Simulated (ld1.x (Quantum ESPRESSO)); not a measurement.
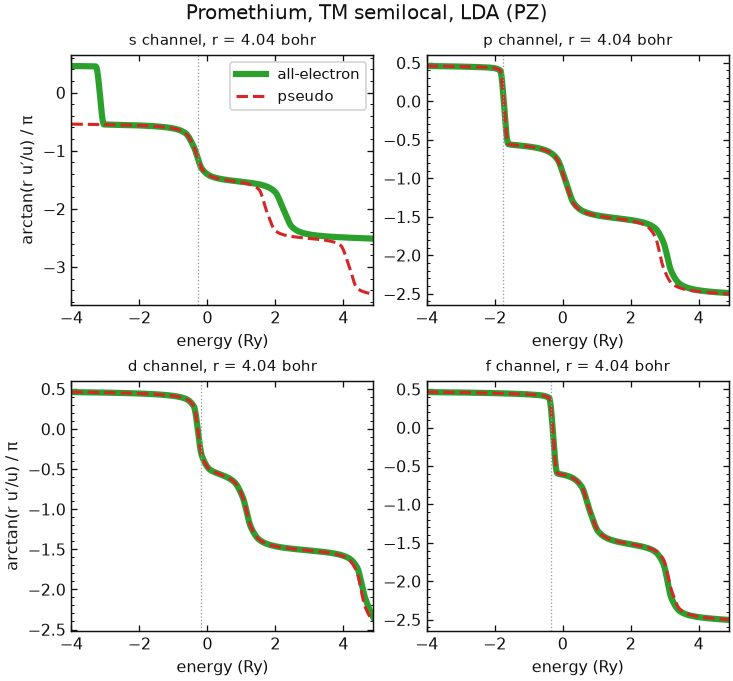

Unwrapped phase arctan(r u′/u) in units of π against energy, all-electron (solid) and pseudo (dashed); the pseudo phase is matched to the all-electron one at the reference energy. Here u = r R(r). A near-vertical step is a level narrower than the spacing of the points behind the curves. The dotted line marks the reference energy of the channel.

Promethium, norm-conserving Troullier–Martins (semilocal form), made with ld1.x (Quantum ESPRESSO) 7.5 (LDA (PZ), scalar-relativistic). Core [Kr] 4d10 5s2, reference 4f4.5 5p6 5d0.5 6s2 6p0. Waves: 6s (bound): rc 3.75 bohr; 5p (bound): rc 2.05 bohr; 4f (bound): rc 1.25 bohr; 5d (bound): rc 3.10 bohr. Local part: the d channel. Core correction: Bessel-smoothed model core, default radius (core density twice the valence density).

### Over which energies does the pseudo-atom scatter like the all-electron atom (phases within 0.05 rad)?

s: between about -3.1 and 1.1 Ry; p: up to about 0.0 Ry; d: up to about 4.2 Ry; f: up to about 2.7 Ry.

### Does the potential have spurious states?

Going away from the reference energies, the phases part by more than π/2 in: s at about 1.8 Ry (above its reference energy, pseudo phase lower); s at about -3.2 Ry (below its reference energy, pseudo phase lower, at the 5s core level, which only the all-electron atom has). Such a step is either a state that only one of the two atoms has or an ordinary level shifted in energy. The separate test gives: no ghost state below the valence levels in the s, p, f, d channels.
